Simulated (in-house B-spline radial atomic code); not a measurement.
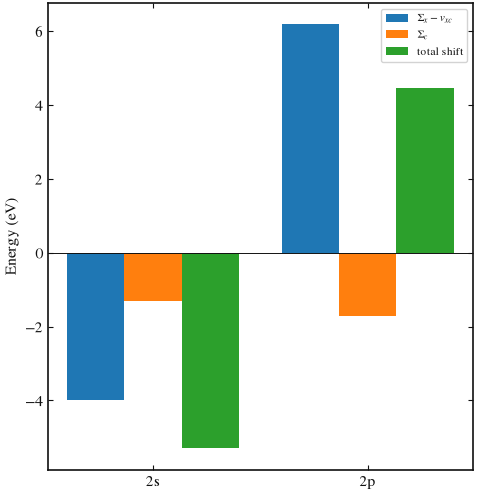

Parts of the G₀W₀ correction to each level for B⁺ ([He] 2s²). All-electron spherical atom, non-relativistic, TPSS start, no spin-orbit coupling, Breit or QED terms; computed with a B-spline radial code. The quasi-particle equation is solved at full frequency; levels of low quasi-particle weight Z are left out.

### What does the figure show?

G₀W₀ moves the highest occupied level, 2s, from −19.72 to −25.02 eV (renormalisation factor Z = 0.90); the measured removal energy is 25.15 eV, so the error is −0.13 eV. The empty level 2p goes from −13.12 to −8.66 eV.

| Level | Mean field (eV) | Σx − vxc (eV) | Σc (eV) | Z | G₀W₀ (eV) |
| --- | --- | --- | --- | --- | --- |
| 2s | −19.72 | −3.99 | −1.31 | 0.90 | −25.02 |
| 2p | −13.12 | 6.18 | −1.72 | 0.91 | −8.66 |
